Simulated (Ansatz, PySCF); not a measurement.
Breaking a bond: BeO, singlet.

Levels: UKS-PBE = unrestricted PBE/cc-pVDZ (Ansatz, a first-principles code); RHF/STO-3G = restricted Hartree-Fock/STO-3G (PySCF); RMP2/6-31G* = restricted MP2 (frozen core)/6-31G*, spherical d run with PySCF.

Energies are in eV, each relative to the lowest point of its own curve near equilibrium.

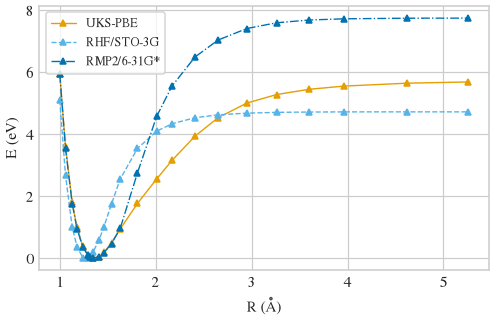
Fig. 1. Energy against bond length for each method.

```
R / Å  UKS-PBE  RHF/STO-3G  RMP2/6-31G*
-----  -------  ----------  -----------
1.00     5.947       5.092        5.941
1.06     3.596       2.666        3.540
1.13     1.807       1.001        1.745
1.18     0.991       0.359        0.943
1.24     0.386       0.019        0.360
1.29     0.116       0.000        0.105
1.32     0.033       0.077        0.030
1.35     0.000       0.208        0.000
1.41     0.051       0.594        0.048
1.46     0.185       1.005        0.170
1.54     0.503       1.751        0.468
1.63     0.937       2.548        0.958
1.81     1.763       3.538        2.749
2.01     2.552       4.093        4.570
2.17     3.150       4.334        5.550
2.41     3.934       4.527        6.487
2.65     4.528       4.621        7.033
2.95     5.000       4.676        7.405
3.26     5.275       4.700        7.591
3.60     5.445       4.711        7.680
3.96     5.548       4.716        7.718
4.62     5.643       4.718        7.738
5.26     5.682       4.718        7.741
```

At the longest distance, 5.26 Å, RMP2/6-31G* lies highest above its minimum (7.741 eV) and RHF/STO-3G lowest (4.718 eV).

The unrestricted solution behind UKS-PBE changes between 1.63 and 1.81 Å, which can leave a kink. The unrestricted determinant behind UKS-PBE is spin-contaminated at 1.54 to 5.26 Å (<S²> up to 1.0, against 0.00 for a pure singlet). The restricted form behind RHF/STO-3G, RMP2/6-31G* keeps the bonding electrons paired and can't separate into open-shell fragments.
